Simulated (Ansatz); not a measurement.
# SiBi (built on the sites of a database entry of SnSb): phonons and vibrational spectra, part 3 of 3

How does SiBi (built on the sites of a database entry of SnSb) vibrate, and is this structure a minimum?

Ansatz 0.2.0; DFT LDA, scalar-relativistic, plane waves, PAW.

So far, highest frequency on the path or at a solved wavevector (cm⁻¹): step 5 (response at finite wavevector) 261. The relaxed cell has a = 5.762 Å (conventional setting).

The structure was built from a prototype and need not be the compound's stable phase.

## (6) Finite displacements in a supercell

Finite displacements in a 2×2×2 supercell give force constants from forces alone. They are exact at the wavevectors that the supercell holds, where they check the linear-response result.

input.yaml

```yaml
crystal:
  lattice:
    - [0.0, 2.8811536828, 2.8811536828]
    - [2.8811536828, 0.0, 2.8811536828]
    - [2.8811536828, 2.8811536828, 0.0]
  atoms:
    - { symbol: Si, position: [0.0, 0.0, 0.0] }
    - { symbol: Bi, position: [0.5, 0.5, 0.5] }
kpoints:
  mp_grid: { grid: [12, 12, 12] }
hamiltonian:
  xc: lda
scf:
  occupations: { method: methfessel_paxton, width: 0.2 }
output:
  eigenvalues: true
phonons:
  method: fd
  supercell: [2, 2, 2]
  temperatures: { t_max: 1000, t_step: 50 }
  qpath:
    path:
      - [[0.0, 0.0, 0.0], [0.5, 0.0, 0.5], [0.625, 0.25, 0.625]]
      - [[0.375, 0.375, 0.75], [0.0, 0.0, 0.0], [0.5, 0.5, 0.5], [0.5, 0.25, 0.75], [0.5, 0.0, 0.5]]
    npoints: 10
```

Launch:

```bash
$ ansatz run input.yaml --threads 4 --pin off --max-ram 14336MiB --backend cpu --events-out ev --progress --plain --runs-dir out
```

Numbers of over 12 decimals in the logs are rounded to 6 here.

Output:

```text
[...]
Crystal: 16 atoms, lattice volume = 382.665 Å³
Basis set: ecut = 420 eV, 7391 PW (Γ)
Bands: 97, of which v1, the nominal top of the filled ones, is band 76 counted from 1 (75 counted from 0)
Symmetry: 384 space group operations
k-points: 16 of 216
[...]
SCF iter   1: F=—  HF=-101550.073399 eV  |F-HF|=—  |Δ(HF+E_count)|=         —  Δρ=1.09e-7  dr2=4.15e-11  ethr=1.00e-12  ⟨swp⟩=3.0  Hψ=3930  notcnv=0
[...]
SCF iter   2: F=-101550.073399 eV  HF=-101550.073399 eV  |F-HF|=0.00e0  |Δ(HF+E_count)|=  1.46e-11  S|Δr|=    0.00e0  Δρ=6.13e-8  dr2=1.32e-11  ethr=1.00e-12  ⟨swp⟩=4.0  Hψ=4432  notcnv=0
SCF 1 converged in 2 iterations: F = -101550.073399 eV  dr2 = 1.32e-11
[...]
Symmetry: 8 space group operations
k-points: 30 of 216 (time reversal used)
[...]
SCF iter   7: F=-101550.073387 eV  HF=-101550.073387 eV  |F-HF|=0.00e0  |Δ(HF+E_count)|=    0.00e0  S|Δr|=    0.00e0  Δρ=1.49e-8  dr2=2.24e-12  ethr=1.00e-12  ⟨swp⟩=6.0  Hψ=12833  notcnv=0
SCF 2 converged in 7 iterations: F = -101550.073387 eV  dr2 = 2.24e-12
[...]
SCF iter   7: F=-101550.073386 eV  HF=-101550.073386 eV  |F-HF|=0.00e0  |Δ(HF+E_count)|=    0.00e0  S|Δr|=    0.00e0  Δρ=1.30e-8  dr2=1.70e-12  ethr=1.00e-12  ⟨swp⟩=6.1  Hψ=12950  notcnv=0
SCF 3 converged in 7 iterations: F = -101550.073386 eV  dr2 = 1.70e-12
SCF converged after 2 iterations
[...]
Free energy (F): -101550.073399 eV
[...]
Internal energy: -101550.071417 eV  (E = F + TS)
E sigma→0 (E₀):  -101550.072904 eV
Entropy (-TS):   -0.001981 eV (-0.124 meV/atom)
Fermi energy:    10.243942 eV
[...]
--- Band table (eV; the first three rows and the last of 16) ---
  k-point 0: bands = [... 72 lower, 10.2723, 10.2723, 10.2723, 10.2723, 10.8616, 10.8616, 10.8616, 10.8616, ... 17 higher]
  k-point 1: bands = [... 72 lower, 9.5298, 9.9664, 10.0614, 10.0614, 10.2149, 10.2149, 10.2149, 11.2165, ... 17 higher]
  k-point 2: bands = [... 72 lower, 9.3672, 9.3672, 9.5611, 9.5611, 9.8080, 9.8080, 10.5512, 11.0915, ... 17 higher]
  k-point 15: bands = [... 72 lower, 9.3005, 9.3005, 10.5222, 10.5222, 10.6455, 10.6455, 11.3268, 11.3268, ... 17 higher]
--- Phonons: 2 displaced members + reference (amplitude 0.0025 Å, Σ member SCF iterations 14) ---
  symmetry images taken by strict's conditions (phonons.symmetry_images: auto; settled by no image being taken that strict refuses); asymmetry of the core-correction force 9.2e-15 eV/Å at the most on a site, 7.7e-14 eV/Å summed over every site of the supercell
  ASR residual: 8.837e-5 → 0.000e0 eV/Å²; symmetrization residual: 2.462e-5 eV/Å²
  largest component of a force at the reference: 4.3e-28 eV/Å
  ASR residual per site (eV/Å²): 8.55e-5 8.84e-5
  Γ frequencies (cm⁻¹): 0.00 0.00 0.00 140.23 140.23 140.23
[...]
```

Run time: 86 s. Hardware: 4 threads of Arm Neoverse N1, shared host; peak memory 1.7 GiB; 5.7 min of CPU time.

This step gave:

- atoms in the supercell: 16
- sum-rule residual before enforcement: 8.84e-5 eV/Å²

Interpolated from a 2×2×2 supercell, rough between the solved points. Phonon branches along the path, in cm⁻¹:

```csv
point,branch 1,branch 2,branch 3,branch 4,branch 5,branch 6
Γ,0,0,0,140,140,140
X,29,29,52,128,128,182
U,55,66,67,162,180,199
jump to K,55,66,67,162,180,199
Γ,0,0,0,140,140,140
L,80,80,99,222,222,261
W,62,64,64,164,190,190
X,29,29,52,128,128,182
```

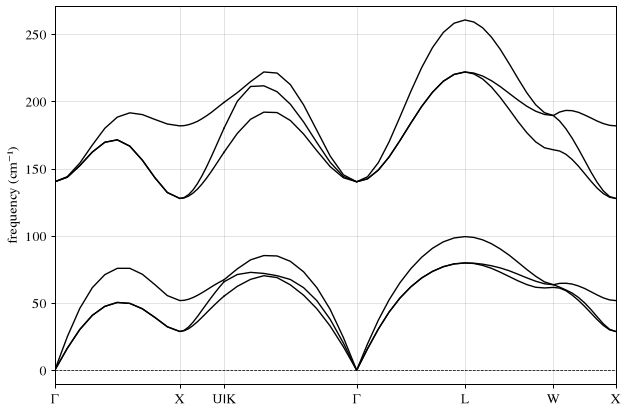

Phonon branches along the path.

The phonon density of states has structure finer than the step of the table below, so its rows give means over 20 cm⁻¹, whole bins alone (the curve runs from 2.5 to 262 cm⁻¹). Peaks (cm⁻¹: height): 67.5: 0.109, 192.5: 0.0580.

Tetrahedra on a 20×20×20 mesh, mean over bins of 5 cm-1. Interpolated from a 2×2×2 supercell, rough between the solved points. The phonon density of states by wavenumber; means over each step:

```csv
wavenumber (cm⁻¹),phonon density of states (1/cm⁻¹/cell)
20,8.2e-4
40,0.0124
60,0.0703
80,0.0606
100,0.00592
120,1.5e-4
140,0.00494
160,0.0183
180,0.0399
200,0.0534
220,0.0247
240,0.00721
```

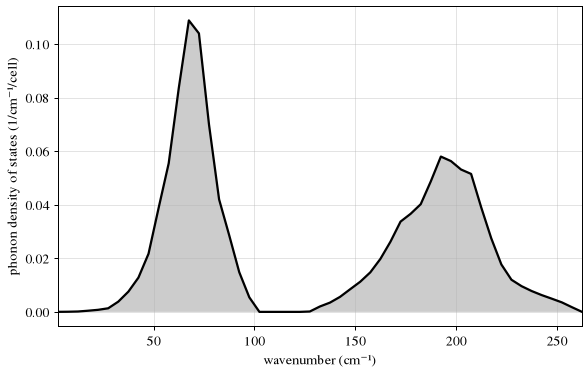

Phonon density of states, plotted against wavenumber.

At Γ the two methods differ by at most 0.0 cm⁻¹.

## (7) What came out

```yaml
space_group_after_relaxation_within_0p01_a: Fm-3m
volume_per_atom: 23.9 Å³
electronic_character: no gap on this mesh
highest_optical_mode_at_the_zone_centre_no_lo_to_term: 140 cm⁻¹
lowest_optical_zone_centre_mode: 140 cm⁻¹
lowest_mode_on_the_q_mesh_acoustic_modes_at_gamma_apart: 28.8 cm⁻¹
highest_frequency_on_the_path_or_at_a_solved_wavevector: 261 cm⁻¹
zero_point_energy_per_atom: 23.7 meV
heat_capacity_at_300_k: 24.0 J/(mol atoms K)
vibrational_entropy_at_300_k: 41.9 J/(mol atoms K)
debye_temperature_second_moment: 268 K
imaginary_modes_on_the_4x4x4_q_mesh: none
```

The structure is a minimum as far as tested: no mode is imaginary at the 8 irreducible wavevectors of the 4×4×4 mesh, and the softest away from the acoustic zeros lies at 29 cm⁻¹. The optical modes at Γ form one degenerate level at 140 cm⁻¹. The highest mode in this list at Γ, 140.2 cm⁻¹, is mostly motion of Si (88 % of the kinetic energy). On the path and the mesh, the widest gap between branches runs from 99 to 126 cm⁻¹. Finite displacements and linear response differ by 0.0 cm⁻¹ in the highest zone-centre mode. With no gap, or one that is small against the smearing, the frequencies hang on the k mesh and the smearing, most of all near Kohn anomalies. The phonon runs are without spin polarisation, although the cell has an odd electron count. Spin-orbit coupling is left out, which can matter for the heavy elements here. A phonon run warned that its eigensolver left some bands unconverged in a pass. The starting cell was built on a prototype and not taken from a measurement, so the phase need not exist. These are harmonic frequencies at zero temperature: anharmonic shifts, linewidths and thermal expansion are left out.

[Logs are printed without paths, hosts, clocks, repeated set-up lines and the standing remarks that a program may print on its own settings, such as how far it seeks lower states.]

[Hosts, paths, dates, database ids (printed as entryN), source tags and the programs' standing remarks are cut or masked in the printed files.]
